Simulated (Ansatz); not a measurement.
**C2H10O2Si2: nudged elastic band (part 1 of 2)**

System: C2H10O2Si2, SMILES OCOC[SiH2][SiH3].
Method: RKS B3LYP/6-31G* (Ansatz 0.2.0).

It belongs to a series of runs on one base structure; here: band between the two ends. Figures and captions count atoms from 1; the log counts them from 0 in places.

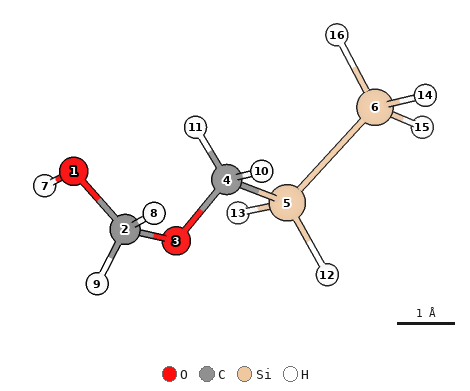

Figure 1. The input geometry (ball-and-stick view, seen at a tilt; atoms are numbered from 1 in the order of the input). Bond lengths as drawn: C–H 1.10 Å, C–O 1.41 to 1.43 Å, C–Si 1.91 Å, H–O 0.97 Å, H–Si 1.49 Å and Si–Si 2.35 Å.

The input
```yaml
crystal:
  periodic: [false, false, false]
  atoms:
    - { symbol: O, position_ang: [0.265363, -2.99451, -1.151762] }
    - { symbol: C, position_ang: [1.383352, -2.184027, -0.886454] }
    - { symbol: O, position_ang: [1.101343, -0.806203, -0.926381] }
    - { symbol: C, position_ang: [0.217105, -0.368465, 0.11188] }
    - { symbol: Si, position_ang: [-0.123676, 1.487474, -0.168406] }
    - { symbol: Si, position_ang: [-1.541831, 2.358583, 1.497477] }
    - { symbol: H, position_ang: [-0.026618, -2.792424, -2.055962] }
    - { symbol: H, position_ang: [1.730107, -2.488366, 0.110232] }
    - { symbol: H, position_ang: [2.182868, -2.328767, -1.624246] }
    - { symbol: H, position_ang: [0.67804, -0.535628, 1.100023] }
    - { symbol: H, position_ang: [-0.716716, -0.947035, 0.091456] }
    - { symbol: H, position_ang: [1.166841, 2.230978, -0.162462] }
    - { symbol: H, position_ang: [-0.754975, 1.670433, -1.50546] }
    - { symbol: H, position_ang: [-0.944613, 2.193119, 2.852987] }
    - { symbol: H, position_ang: [-1.775795, 3.812068, 1.269496] }
    - { symbol: H, position_ang: [-2.863595, 1.670171, 1.491783] }
basis:
  gaussian: { orbitals: "6-31G*" }
hamiltonian:
  xc: b3lyp
neb:
  order_check: false
  images: 7
  f_tol: 0.03
  max_iterations: 40
  final_atoms:
    - { symbol: O, position_ang: [1.27117174, -2.84285129, -0.12716996] }
    - { symbol: C, position_ang: [1.45647901, -1.7316744, -0.97080643] }
    - { symbol: O, position_ang: [0.24797396, -1.16942852, -1.42099114] }
    - { symbol: C, position_ang: [-0.53914319, -0.56437107, -0.37796908] }
    - { symbol: Si, position_ang: [-0.12769464, 1.29935939, -0.18573143] }
    - { symbol: Si, position_ang: [-1.30929946, 2.29431762, 1.59202369] }
    - { symbol: H, position_ang: [0.78857941, -3.51226264, -0.63968709] }
    - { symbol: H, position_ang: [2.04513486, -1.0193021, -0.37944616] }
    - { symbol: H, position_ang: [1.99937204, -1.99413003, -1.88712187] }
    - { symbol: H, position_ang: [-0.41785742, -1.12202096, 0.55918667] }
    - { symbol: H, position_ang: [-1.5868265, -0.67458014, -0.68010403] }
    - { symbol: H, position_ang: [1.33640139, 1.46372878, 0.04513621] }
    - { symbol: H, position_ang: [-0.45824467, 1.99505215, -1.46096419] }
    - { symbol: H, position_ang: [-0.97021361, 1.64202732, 2.88845085] }
    - { symbol: H, position_ang: [-0.97768458, 3.74264845, 1.70046026] }
    - { symbol: H, position_ang: [-2.78094836, 2.17088842, 1.38893471] }
  initial_path:
    images:
      - { positions_ang: [[0.265363, -2.99451, -1.151762], [1.383352, -2.184027, -0.886454], [1.101343, -0.806203, -0.926381], [0.217105, -0.368465, 0.11188], [-0.123676, 1.487474, -0.168406], [-1.541831, 2.358583, 1.497477], [-0.026618, -2.792424, -2.055962], [1.730107, -2.488366, 0.110232], [2.182868, -2.328767, -1.624246], [0.67804, -0.535628, 1.100023], [-0.716716, -0.947035, 0.091456], [1.166841, 2.230978, -0.162462], [-0.754975, 1.670433, -1.50546], [-0.944613, 2.193119, 2.852987], [-1.775795, 3.812068, 1.269496], [-2.863595, 1.670171, 1.491783]] }
      - { positions_ang: [[0.409705, -3.02771114, -0.96920489], [1.39237857, -2.12729096, -0.88952814], [0.93369186, -0.85924693, -1.02598316], [0.11231691, -0.37191387, 0.01738298], [-0.11478861, 1.48786389, -0.18277341], [-1.50366789, 2.33650908, 1.50770574], [0.08575511, -2.97451111, -1.84734438], [1.81856514, -2.24430228, 0.04662449], [2.15182182, -2.29387353, -1.6486966], [0.52127089, -0.5979456, 1.00485721], [-0.87552441, -0.8609022, -0.02384676], [1.21371353, 2.1411386, -0.11180408], [-0.71034063, 1.79156677, -1.50435256], [-0.95216799, 2.05664004, 2.84768607], [-1.65675252, 3.78870706, 1.37036897], [-2.8487768, 1.73267319, 1.45310953]] }
      - { positions_ang: [[0.55404699, -3.06091228, -0.78664778], [1.40140514, -2.07055491, -0.89260228], [0.76604071, -0.91229087, -1.12558533], [0.00752883, -0.37536275, -0.07711404], [-0.10590121, 1.48825377, -0.19714082], [-1.46550477, 2.31443516, 1.51793448], [0.19812822, -3.15659822, -1.63872676], [1.90702329, -2.00023856, -0.01698302], [2.12077565, -2.25898006, -1.6731472], [0.36450179, -0.66026321, 0.90969142], [-1.03433283, -0.77476941, -0.13914953], [1.26058606, 2.05129919, -0.06114616], [-0.66570625, 1.91270055, -1.50324511], [-0.95972297, 1.92016108, 2.84238515], [-1.53771004, 3.76534613, 1.47124193], [-2.83395859, 1.79517539, 1.41443605]] }
      - { positions_ang: [[0.69838899, -3.09411342, -0.60409068], [1.41043171, -2.01381887, -0.89567642], [0.59838957, -0.9653348, -1.22518749], [-0.09725926, -0.37881162, -0.17161106], [-0.09701382, 1.48864366, -0.21150823], [-1.42734166, 2.29236124, 1.52816322], [0.31050133, -3.33868532, -1.43010914], [1.99548143, -1.75617484, -0.08059052], [2.08972947, -2.22408659, -1.6975978], [0.20773268, -0.72258081, 0.81452563], [-1.19314124, -0.68863661, -0.25445229], [1.30745858, 1.96145979, -0.01048824], [-0.62107188, 2.03383432, -1.50213767], [-0.96727796, 1.78368212, 2.83708422], [-1.41866755, 3.74198519, 1.5721149], [-2.81914039, 1.85767758, 1.37576258]] }
      - { positions_ang: [[0.84273098, -3.12731456, -0.42153357], [1.41945828, -1.95708283, -0.89875056], [0.43073843, -1.01837874, -1.32478965], [-0.20204734, -0.38226049, -0.26610808], [-0.08812643, 1.48903354, -0.22587564], [-1.38917855, 2.27028732, 1.53839196], [0.42287444, -3.52077243, -1.22149152], [2.08393958, -1.51211112, -0.14419803], [2.05868329, -2.18919313, -1.7220484], [0.05096358, -0.78489841, 0.71935984], [-1.35194965, -0.60250381, -0.36975506], [1.35433111, 1.87162038, 0.04016968], [-0.5764375, 2.15496809, -1.50103023], [-0.97483295, 1.64720315, 2.8317833], [-1.29962507, 3.71862425, 1.67298787], [-2.80432219, 1.92017978, 1.3370891]] }
      - { positions_ang: [[0.94984117, -3.05619874, -0.34794267], [1.42871346, -1.90073072, -0.91676453], [0.38504731, -1.05614118, -1.34884002], [-0.28632131, -0.42778813, -0.29407333], [-0.09801848, 1.44161501, -0.21583959], [-1.36920878, 2.27629489, 1.55179989], [0.51430068, -3.51864498, -1.07604041], [2.0742384, -1.38890887, -0.20301006], [2.04385548, -2.14042735, -1.76331677], [-0.06624167, -0.86917905, 0.67931654], [-1.41066887, -0.62052289, -0.4473423], [1.34984868, 1.76964748, 0.04141131], [-0.5468893, 2.11498911, -1.49101372], [-0.97367811, 1.6459092, 2.84595019], [-1.21913995, 3.7246303, 1.67985597], [-2.79847873, 1.98285694, 1.3500505]] }
      - { positions_ang: [[1.05695136, -2.98508292, -0.27435176], [1.43796865, -1.84437861, -0.9347785], [0.3393562, -1.09390363, -1.37289039], [-0.37059527, -0.47331578, -0.32203858], [-0.10791053, 1.39419647, -0.20580354], [-1.349239, 2.28230247, 1.56520782], [0.60572692, -3.51651754, -0.93058931], [2.06453722, -1.26570661, -0.2618221], [2.02902767, -2.09166158, -1.80458514], [-0.18344692, -0.95345969, 0.63927325], [-1.46938808, -0.63854198, -0.52492954], [1.34536625, 1.66767458, 0.04265294], [-0.51734109, 2.07501012, -1.48099721], [-0.97252328, 1.64461524, 2.86011707], [-1.13865483, 3.73063635, 1.68672406], [-2.79263527, 2.0455341, 1.36301191]] }
      - { positions_ang: [[1.16406155, -2.91396711, -0.20076086], [1.44722383, -1.78802651, -0.95279247], [0.29366508, -1.13166608, -1.39694076], [-0.45486923, -0.51884342, -0.35000383], [-0.11780258, 1.34677793, -0.19576748], [-1.32926923, 2.28831004, 1.57861575], [0.69715317, -3.51439009, -0.7851382], [2.05483604, -1.14250435, -0.32063413], [2.01419986, -2.0428958, -1.8458535], [-0.30065217, -1.03774032, 0.59922996], [-1.52810729, -0.65656106, -0.60251678], [1.34088382, 1.56570168, 0.04389458], [-0.48779288, 2.03503114, -1.4709807], [-0.97136844, 1.64332128, 2.87428396], [-1.05816971, 3.7366424, 1.69359216], [-2.78679182, 2.10821126, 1.37597331]] }
      - { positions_ang: [[1.27117174, -2.84285129, -0.12716996], [1.45647901, -1.7316744, -0.97080643], [0.24797396, -1.16942852, -1.42099114], [-0.53914319, -0.56437107, -0.37796908], [-0.12769464, 1.29935939, -0.18573143], [-1.30929946, 2.29431762, 1.59202369], [0.78857941, -3.51226264, -0.63968709], [2.04513486, -1.0193021, -0.37944616], [1.99937204, -1.99413003, -1.88712187], [-0.41785742, -1.12202096, 0.55918667], [-1.5868265, -0.67458014, -0.68010403], [1.33640139, 1.46372878, 0.04513621], [-0.45824467, 1.99505215, -1.46096419], [-0.97021361, 1.64202732, 2.88845085], [-0.97768458, 3.74264845, 1.70046026], [-2.78094836, 2.17088842, 1.38893471]] }
```

Run on 2 threads of Arm Neoverse V2, 24 GiB of memory available, shared host.

Command:
```bash
ansatz run input.yaml --threads 2 --pin off --max-ram 3072MiB --backend cpu --events-out ev --progress --plain --runs-dir out
```

Log
```
Engine: ansatz 0.2.0, aarch64-unknown-linux-gnu
Functional definition: B3LYP
  parameter a0 = 0.2
  parameter ax = 0.72
  parameter ac = 0.81
  exchange = (1 - a0 - ax)*slater_x + ax*b88_x + a0*exact_x
  correlation = (1 - ac)*vwn_rpa_c + ac*lyp_c
1299 factors; integrals over basis functions are off by at most 7.2e-4 eV
mean field evaluation 1: about -22080.1452 eV, gradient 5.3e1 eV
mean field evaluation 2: about -22076.4659 eV, gradient 7.0e1 eV
mean field evaluation 4: about -22085.6041 eV, gradient 2.7e0 eV
mean field evaluation 8: about -22085.6417 eV, gradient 4.7e-2 eV
mean field -22085.64170406 eV, -811.6323624386 hartree, gradient 3.3e-5 eV, S^2 0.000000; 0 other end points of the search recorded, 0 dependent functions left out
the calculation of the forces begins
reference -22085.64200385 eV, -811.6323734557 hartree; 33, 33 occupied and 85, 85 virtual orbitals, 1299 factors
1299 factors; integrals over basis functions are off by at most 7.7e-4 eV
mean field evaluation 16: about -22080.1822 eV, gradient 5.2e1 eV
mean field -22085.59911813 eV, -811.6307974345 hartree, gradient 3.8e-5 eV, S^2 0.000000; 0 other end points of the search recorded, 0 dependent functions left out
[... from here on the field's lines of each further geometry are left out, up to the last ...]
NEB iter   1: max|band force component| = 3.670e0 eV/Å  barrier→ = 0.7233 eV  barrier← = 0.6807 eV  Δτ_max = 0.1999 Å  (231 SCF iters)
NEB iter   2: max|band force component| = 1.294e0 eV/Å  barrier→ = 0.1405 eV  barrier← = 0.0979 eV  Δτ_max = 0.1075 Å  (197 SCF iters)
NEB iter   3: max|band force component| = 3.744e-1 eV/Å  barrier→ = 0.0884 eV  barrier← = 0.0459 eV  CI = image 5  Δτ_max = 0.0829 Å  (200 SCF iters)
NEB iter   4: max|band force component| = 1.296e-1 eV/Å  barrier→ = 0.0689 eV  barrier← = 0.0263 eV  CI = image 5  Δτ_max = 0.0262 Å  (203 SCF iters)
NEB iter   5: max|band force component| = 5.182e-2 eV/Å  barrier→ = 0.0668 eV  barrier← = 0.0242 eV  CI = image 5  Δτ_max = 0.0277 Å  (191 SCF iters)
NEB iter   6: max|band force component| = 3.348e-2 eV/Å  barrier→ = 0.0659 eV  barrier← = 0.0233 eV  CI = image 5  Δτ_max = 0.0246 Å  (184 SCF iters)
NEB iter   7: max|band force component| = 4.330e-2 eV/Å  barrier→ = 0.0654 eV  barrier← = 0.0228 eV  CI = image 5  Δτ_max = 0.0123 Å  (159 SCF iters)
the calculation of the forces begins
reference -22085.59413932 eV, -811.6306144665 hartree; 33, 33 occupied and 85, 85 virtual orbitals, 1299 factors
1299 factors; integrals over basis functions are off by at most 7.2e-4 eV
mean field -22085.57655539 eV, -811.6299682691 hartree, gradient 2.5e-5 eV, S^2 0.000000; 1 other end points of the search recorded, 0 dependent functions left out
the calculation of the forces begins
reference -22085.57684922 eV, -811.6299790672 hartree; 33, 33 occupied and 85, 85 virtual orbitals, 1299 factors
NEB iter   8: max|band force component| = 2.735e-2 eV/Å  barrier→ = 0.0651 eV  barrier← = 0.0226 eV  CI = image 5  Δτ_max = 0.0000 Å  (348 SCF iters)
```

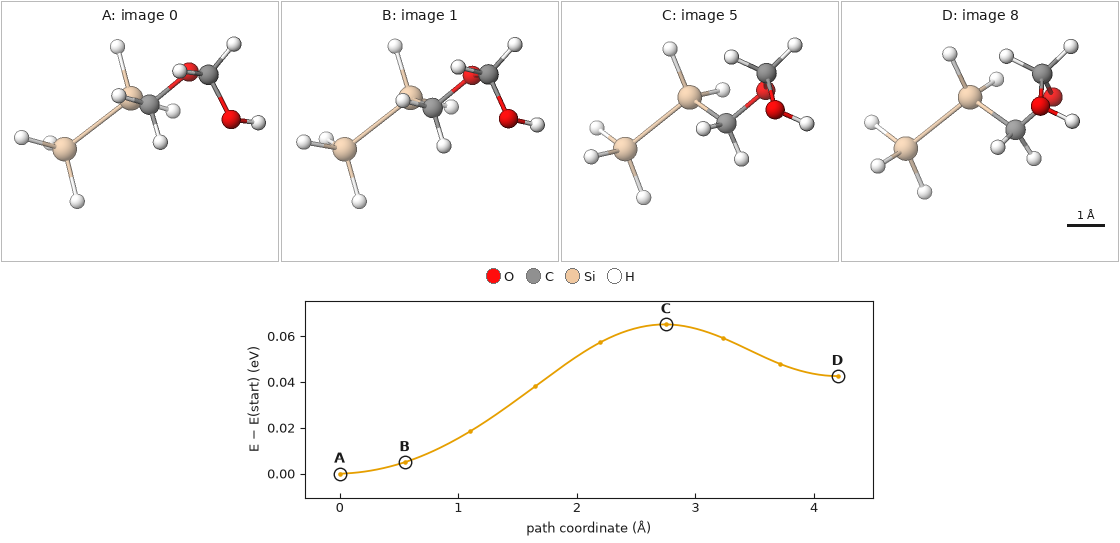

Figure 2. Images of the last band (counted from 0; ball-and-stick, seen at a tilt) above the energy along the path; the line is a cubic interpolation that uses the forces. The highest image is number 5, 0.065 eV above the start and 0.023 eV above the end (the climbing image); the end lies 0.043 eV above the start. The path is 4.20 Å long. The band converged in 8 iterations.
